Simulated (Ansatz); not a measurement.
# C₃H₇NO₂Si: a ladder of functionals and wavefunction methods

How much do the methods differ for C₃H₇NO₂Si? The plan is to run it at one geometry with functionals of several rungs and with coupled cluster. The yardstick is the atomisation energy at the CCSD(T) limit.

Method: functionals in def2-TZVPP, the program's frozen cores in correlated methods; program: Ansatz 0.2.0, Gaussian basis.

Levels to be run: PBE-D4, r2SCAN-D4, PBE0-D4, B3LYP-D4, ωB97X-V, ωB97M-V, B2PLYP; CCSD(T)/def2-TZVPP; MP2/def2-QZVPP; extrapolation to the limit.

### Step 1. The relaxed structure

All runs share one geometry, relaxed beforehand with PBE0-D4 in a triple-zeta def2 set.

SMILES `CO[SiH](C#N)OC`, 14 atoms, charge 0, spin multiplicity 1.

Atoms are counted from 1 here; the program's logs count them from 0.

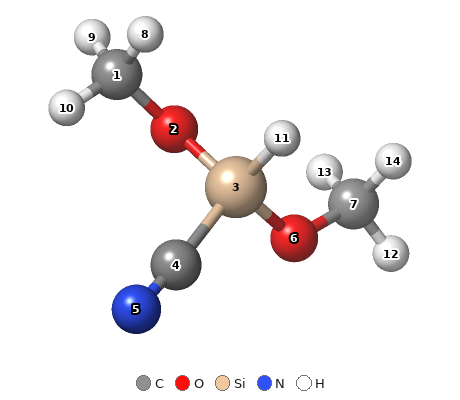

The structure; carbon grey, oxygen red, silicon light orange, nitrogen blue, hydrogen white; atoms are numbered from 1 in the order of the file.

### Step 2. PBE-D4 (GGA)

Input file in.yaml:

```yaml
crystal:
  periodic: [false, false, false]
  atoms:
    - {symbol: C, position_ang: [-0.544957, 0.740652, -2.161910]}
    - {symbol: O, position_ang: [-0.629223, 0.126630, -0.891602]}
    - {symbol: Si, position_ang: [0.394118, 0.379534, 0.340600]}
    - {symbol: C, position_ang: [0.218306, 2.125709, 0.935560]}
    - {symbol: N, position_ang: [0.130495, 3.235930, 1.228204]}
    - {symbol: O, position_ang: [-0.001905, -0.543177, 1.603380]}
    - {symbol: C, position_ang: [0.050737, -1.956184, 1.625134]}
    - {symbol: H, position_ang: [0.457619, 0.639643, -2.590941]}
    - {symbol: H, position_ang: [-1.258589, 0.247451, -2.822103]}
    - {symbol: H, position_ang: [-0.798559, 1.802890, -2.098949]}
    - {symbol: H, position_ang: [1.795801, 0.190431, -0.100050]}
    - {symbol: H, position_ang: [-0.079567, -2.280169, 2.657623]}
    - {symbol: H, position_ang: [-0.749031, -2.382561, 1.014318]}
    - {symbol: H, position_ang: [1.014766, -2.326758, 1.260716]}
basis:
  gaussian: {orbitals: def2-TZVPP}
hamiltonian: {xc: pbe, dispersion: d4}
output: {forces: true, orbitals: {seedname: orbitals}}
```

On the command line:

```sh
ansatz run in.yaml --threads 2 --pin off --events-out ev --progress --plain --max-ram 32768MiB --backend cuda --devices 0, --max-vram 18GiB
```

After this run come: r2SCAN-D4 (meta-GGA); PBE0-D4 (hybrid); B3LYP-D4 (hybrid); ωB97X-V (range-separated); ωB97M-V (range-separated); B2PLYP (double hybrid); CCSD(T) in def2-TZVPP; MP2 in def2-QZVPP.

Before running them: what should the planned runs give, taken together? Wanted: atomisation energy, CCSD(T)/CBS; farthest; mean size of error, hybrid; mean size of error, range-separated; gap, smallest and largest; T1 diagnostic; triples share of the correlation energy.

**Answer**, as computed:

```
                               quantity                                           value
        atomisation energy, CCSD(T)/CBS                                       59.820 eV
    functionals within 0.299 eV (0.5 %)  r2SCAN-D4, PBE0-D4, B3LYP-D4, ωB97X-V, ωB97M-V
                               farthest                              PBE-D4 (+1.276 eV)
             mean size of error, hybrid                                        0.123 eV
    mean size of error, range-separated                                        0.123 eV
              gap, smallest and largest            5.75 eV (PBE-D4), 13.04 eV (ωB97X-V)
                          T1 diagnostic                                          0.0123
triples share of the correlation energy                                           4.0 %
```

What this shows: PBE-D4 is off by +1.276 eV. Double hybrids carry the basis error of their MP2 part in triple zeta, and no dispersion term here, so their miss is partly the set-up's. The reference freezes the cores and leaves out relativity and excitations past (T), so misses under about 0.299 eV can't be ranked. Hartree-Fock recovers 71 % of the binding; the rest is correlation. The gap grows from 5.7 to 13.0 eV across the functionals, mostly with the share of exact exchange.
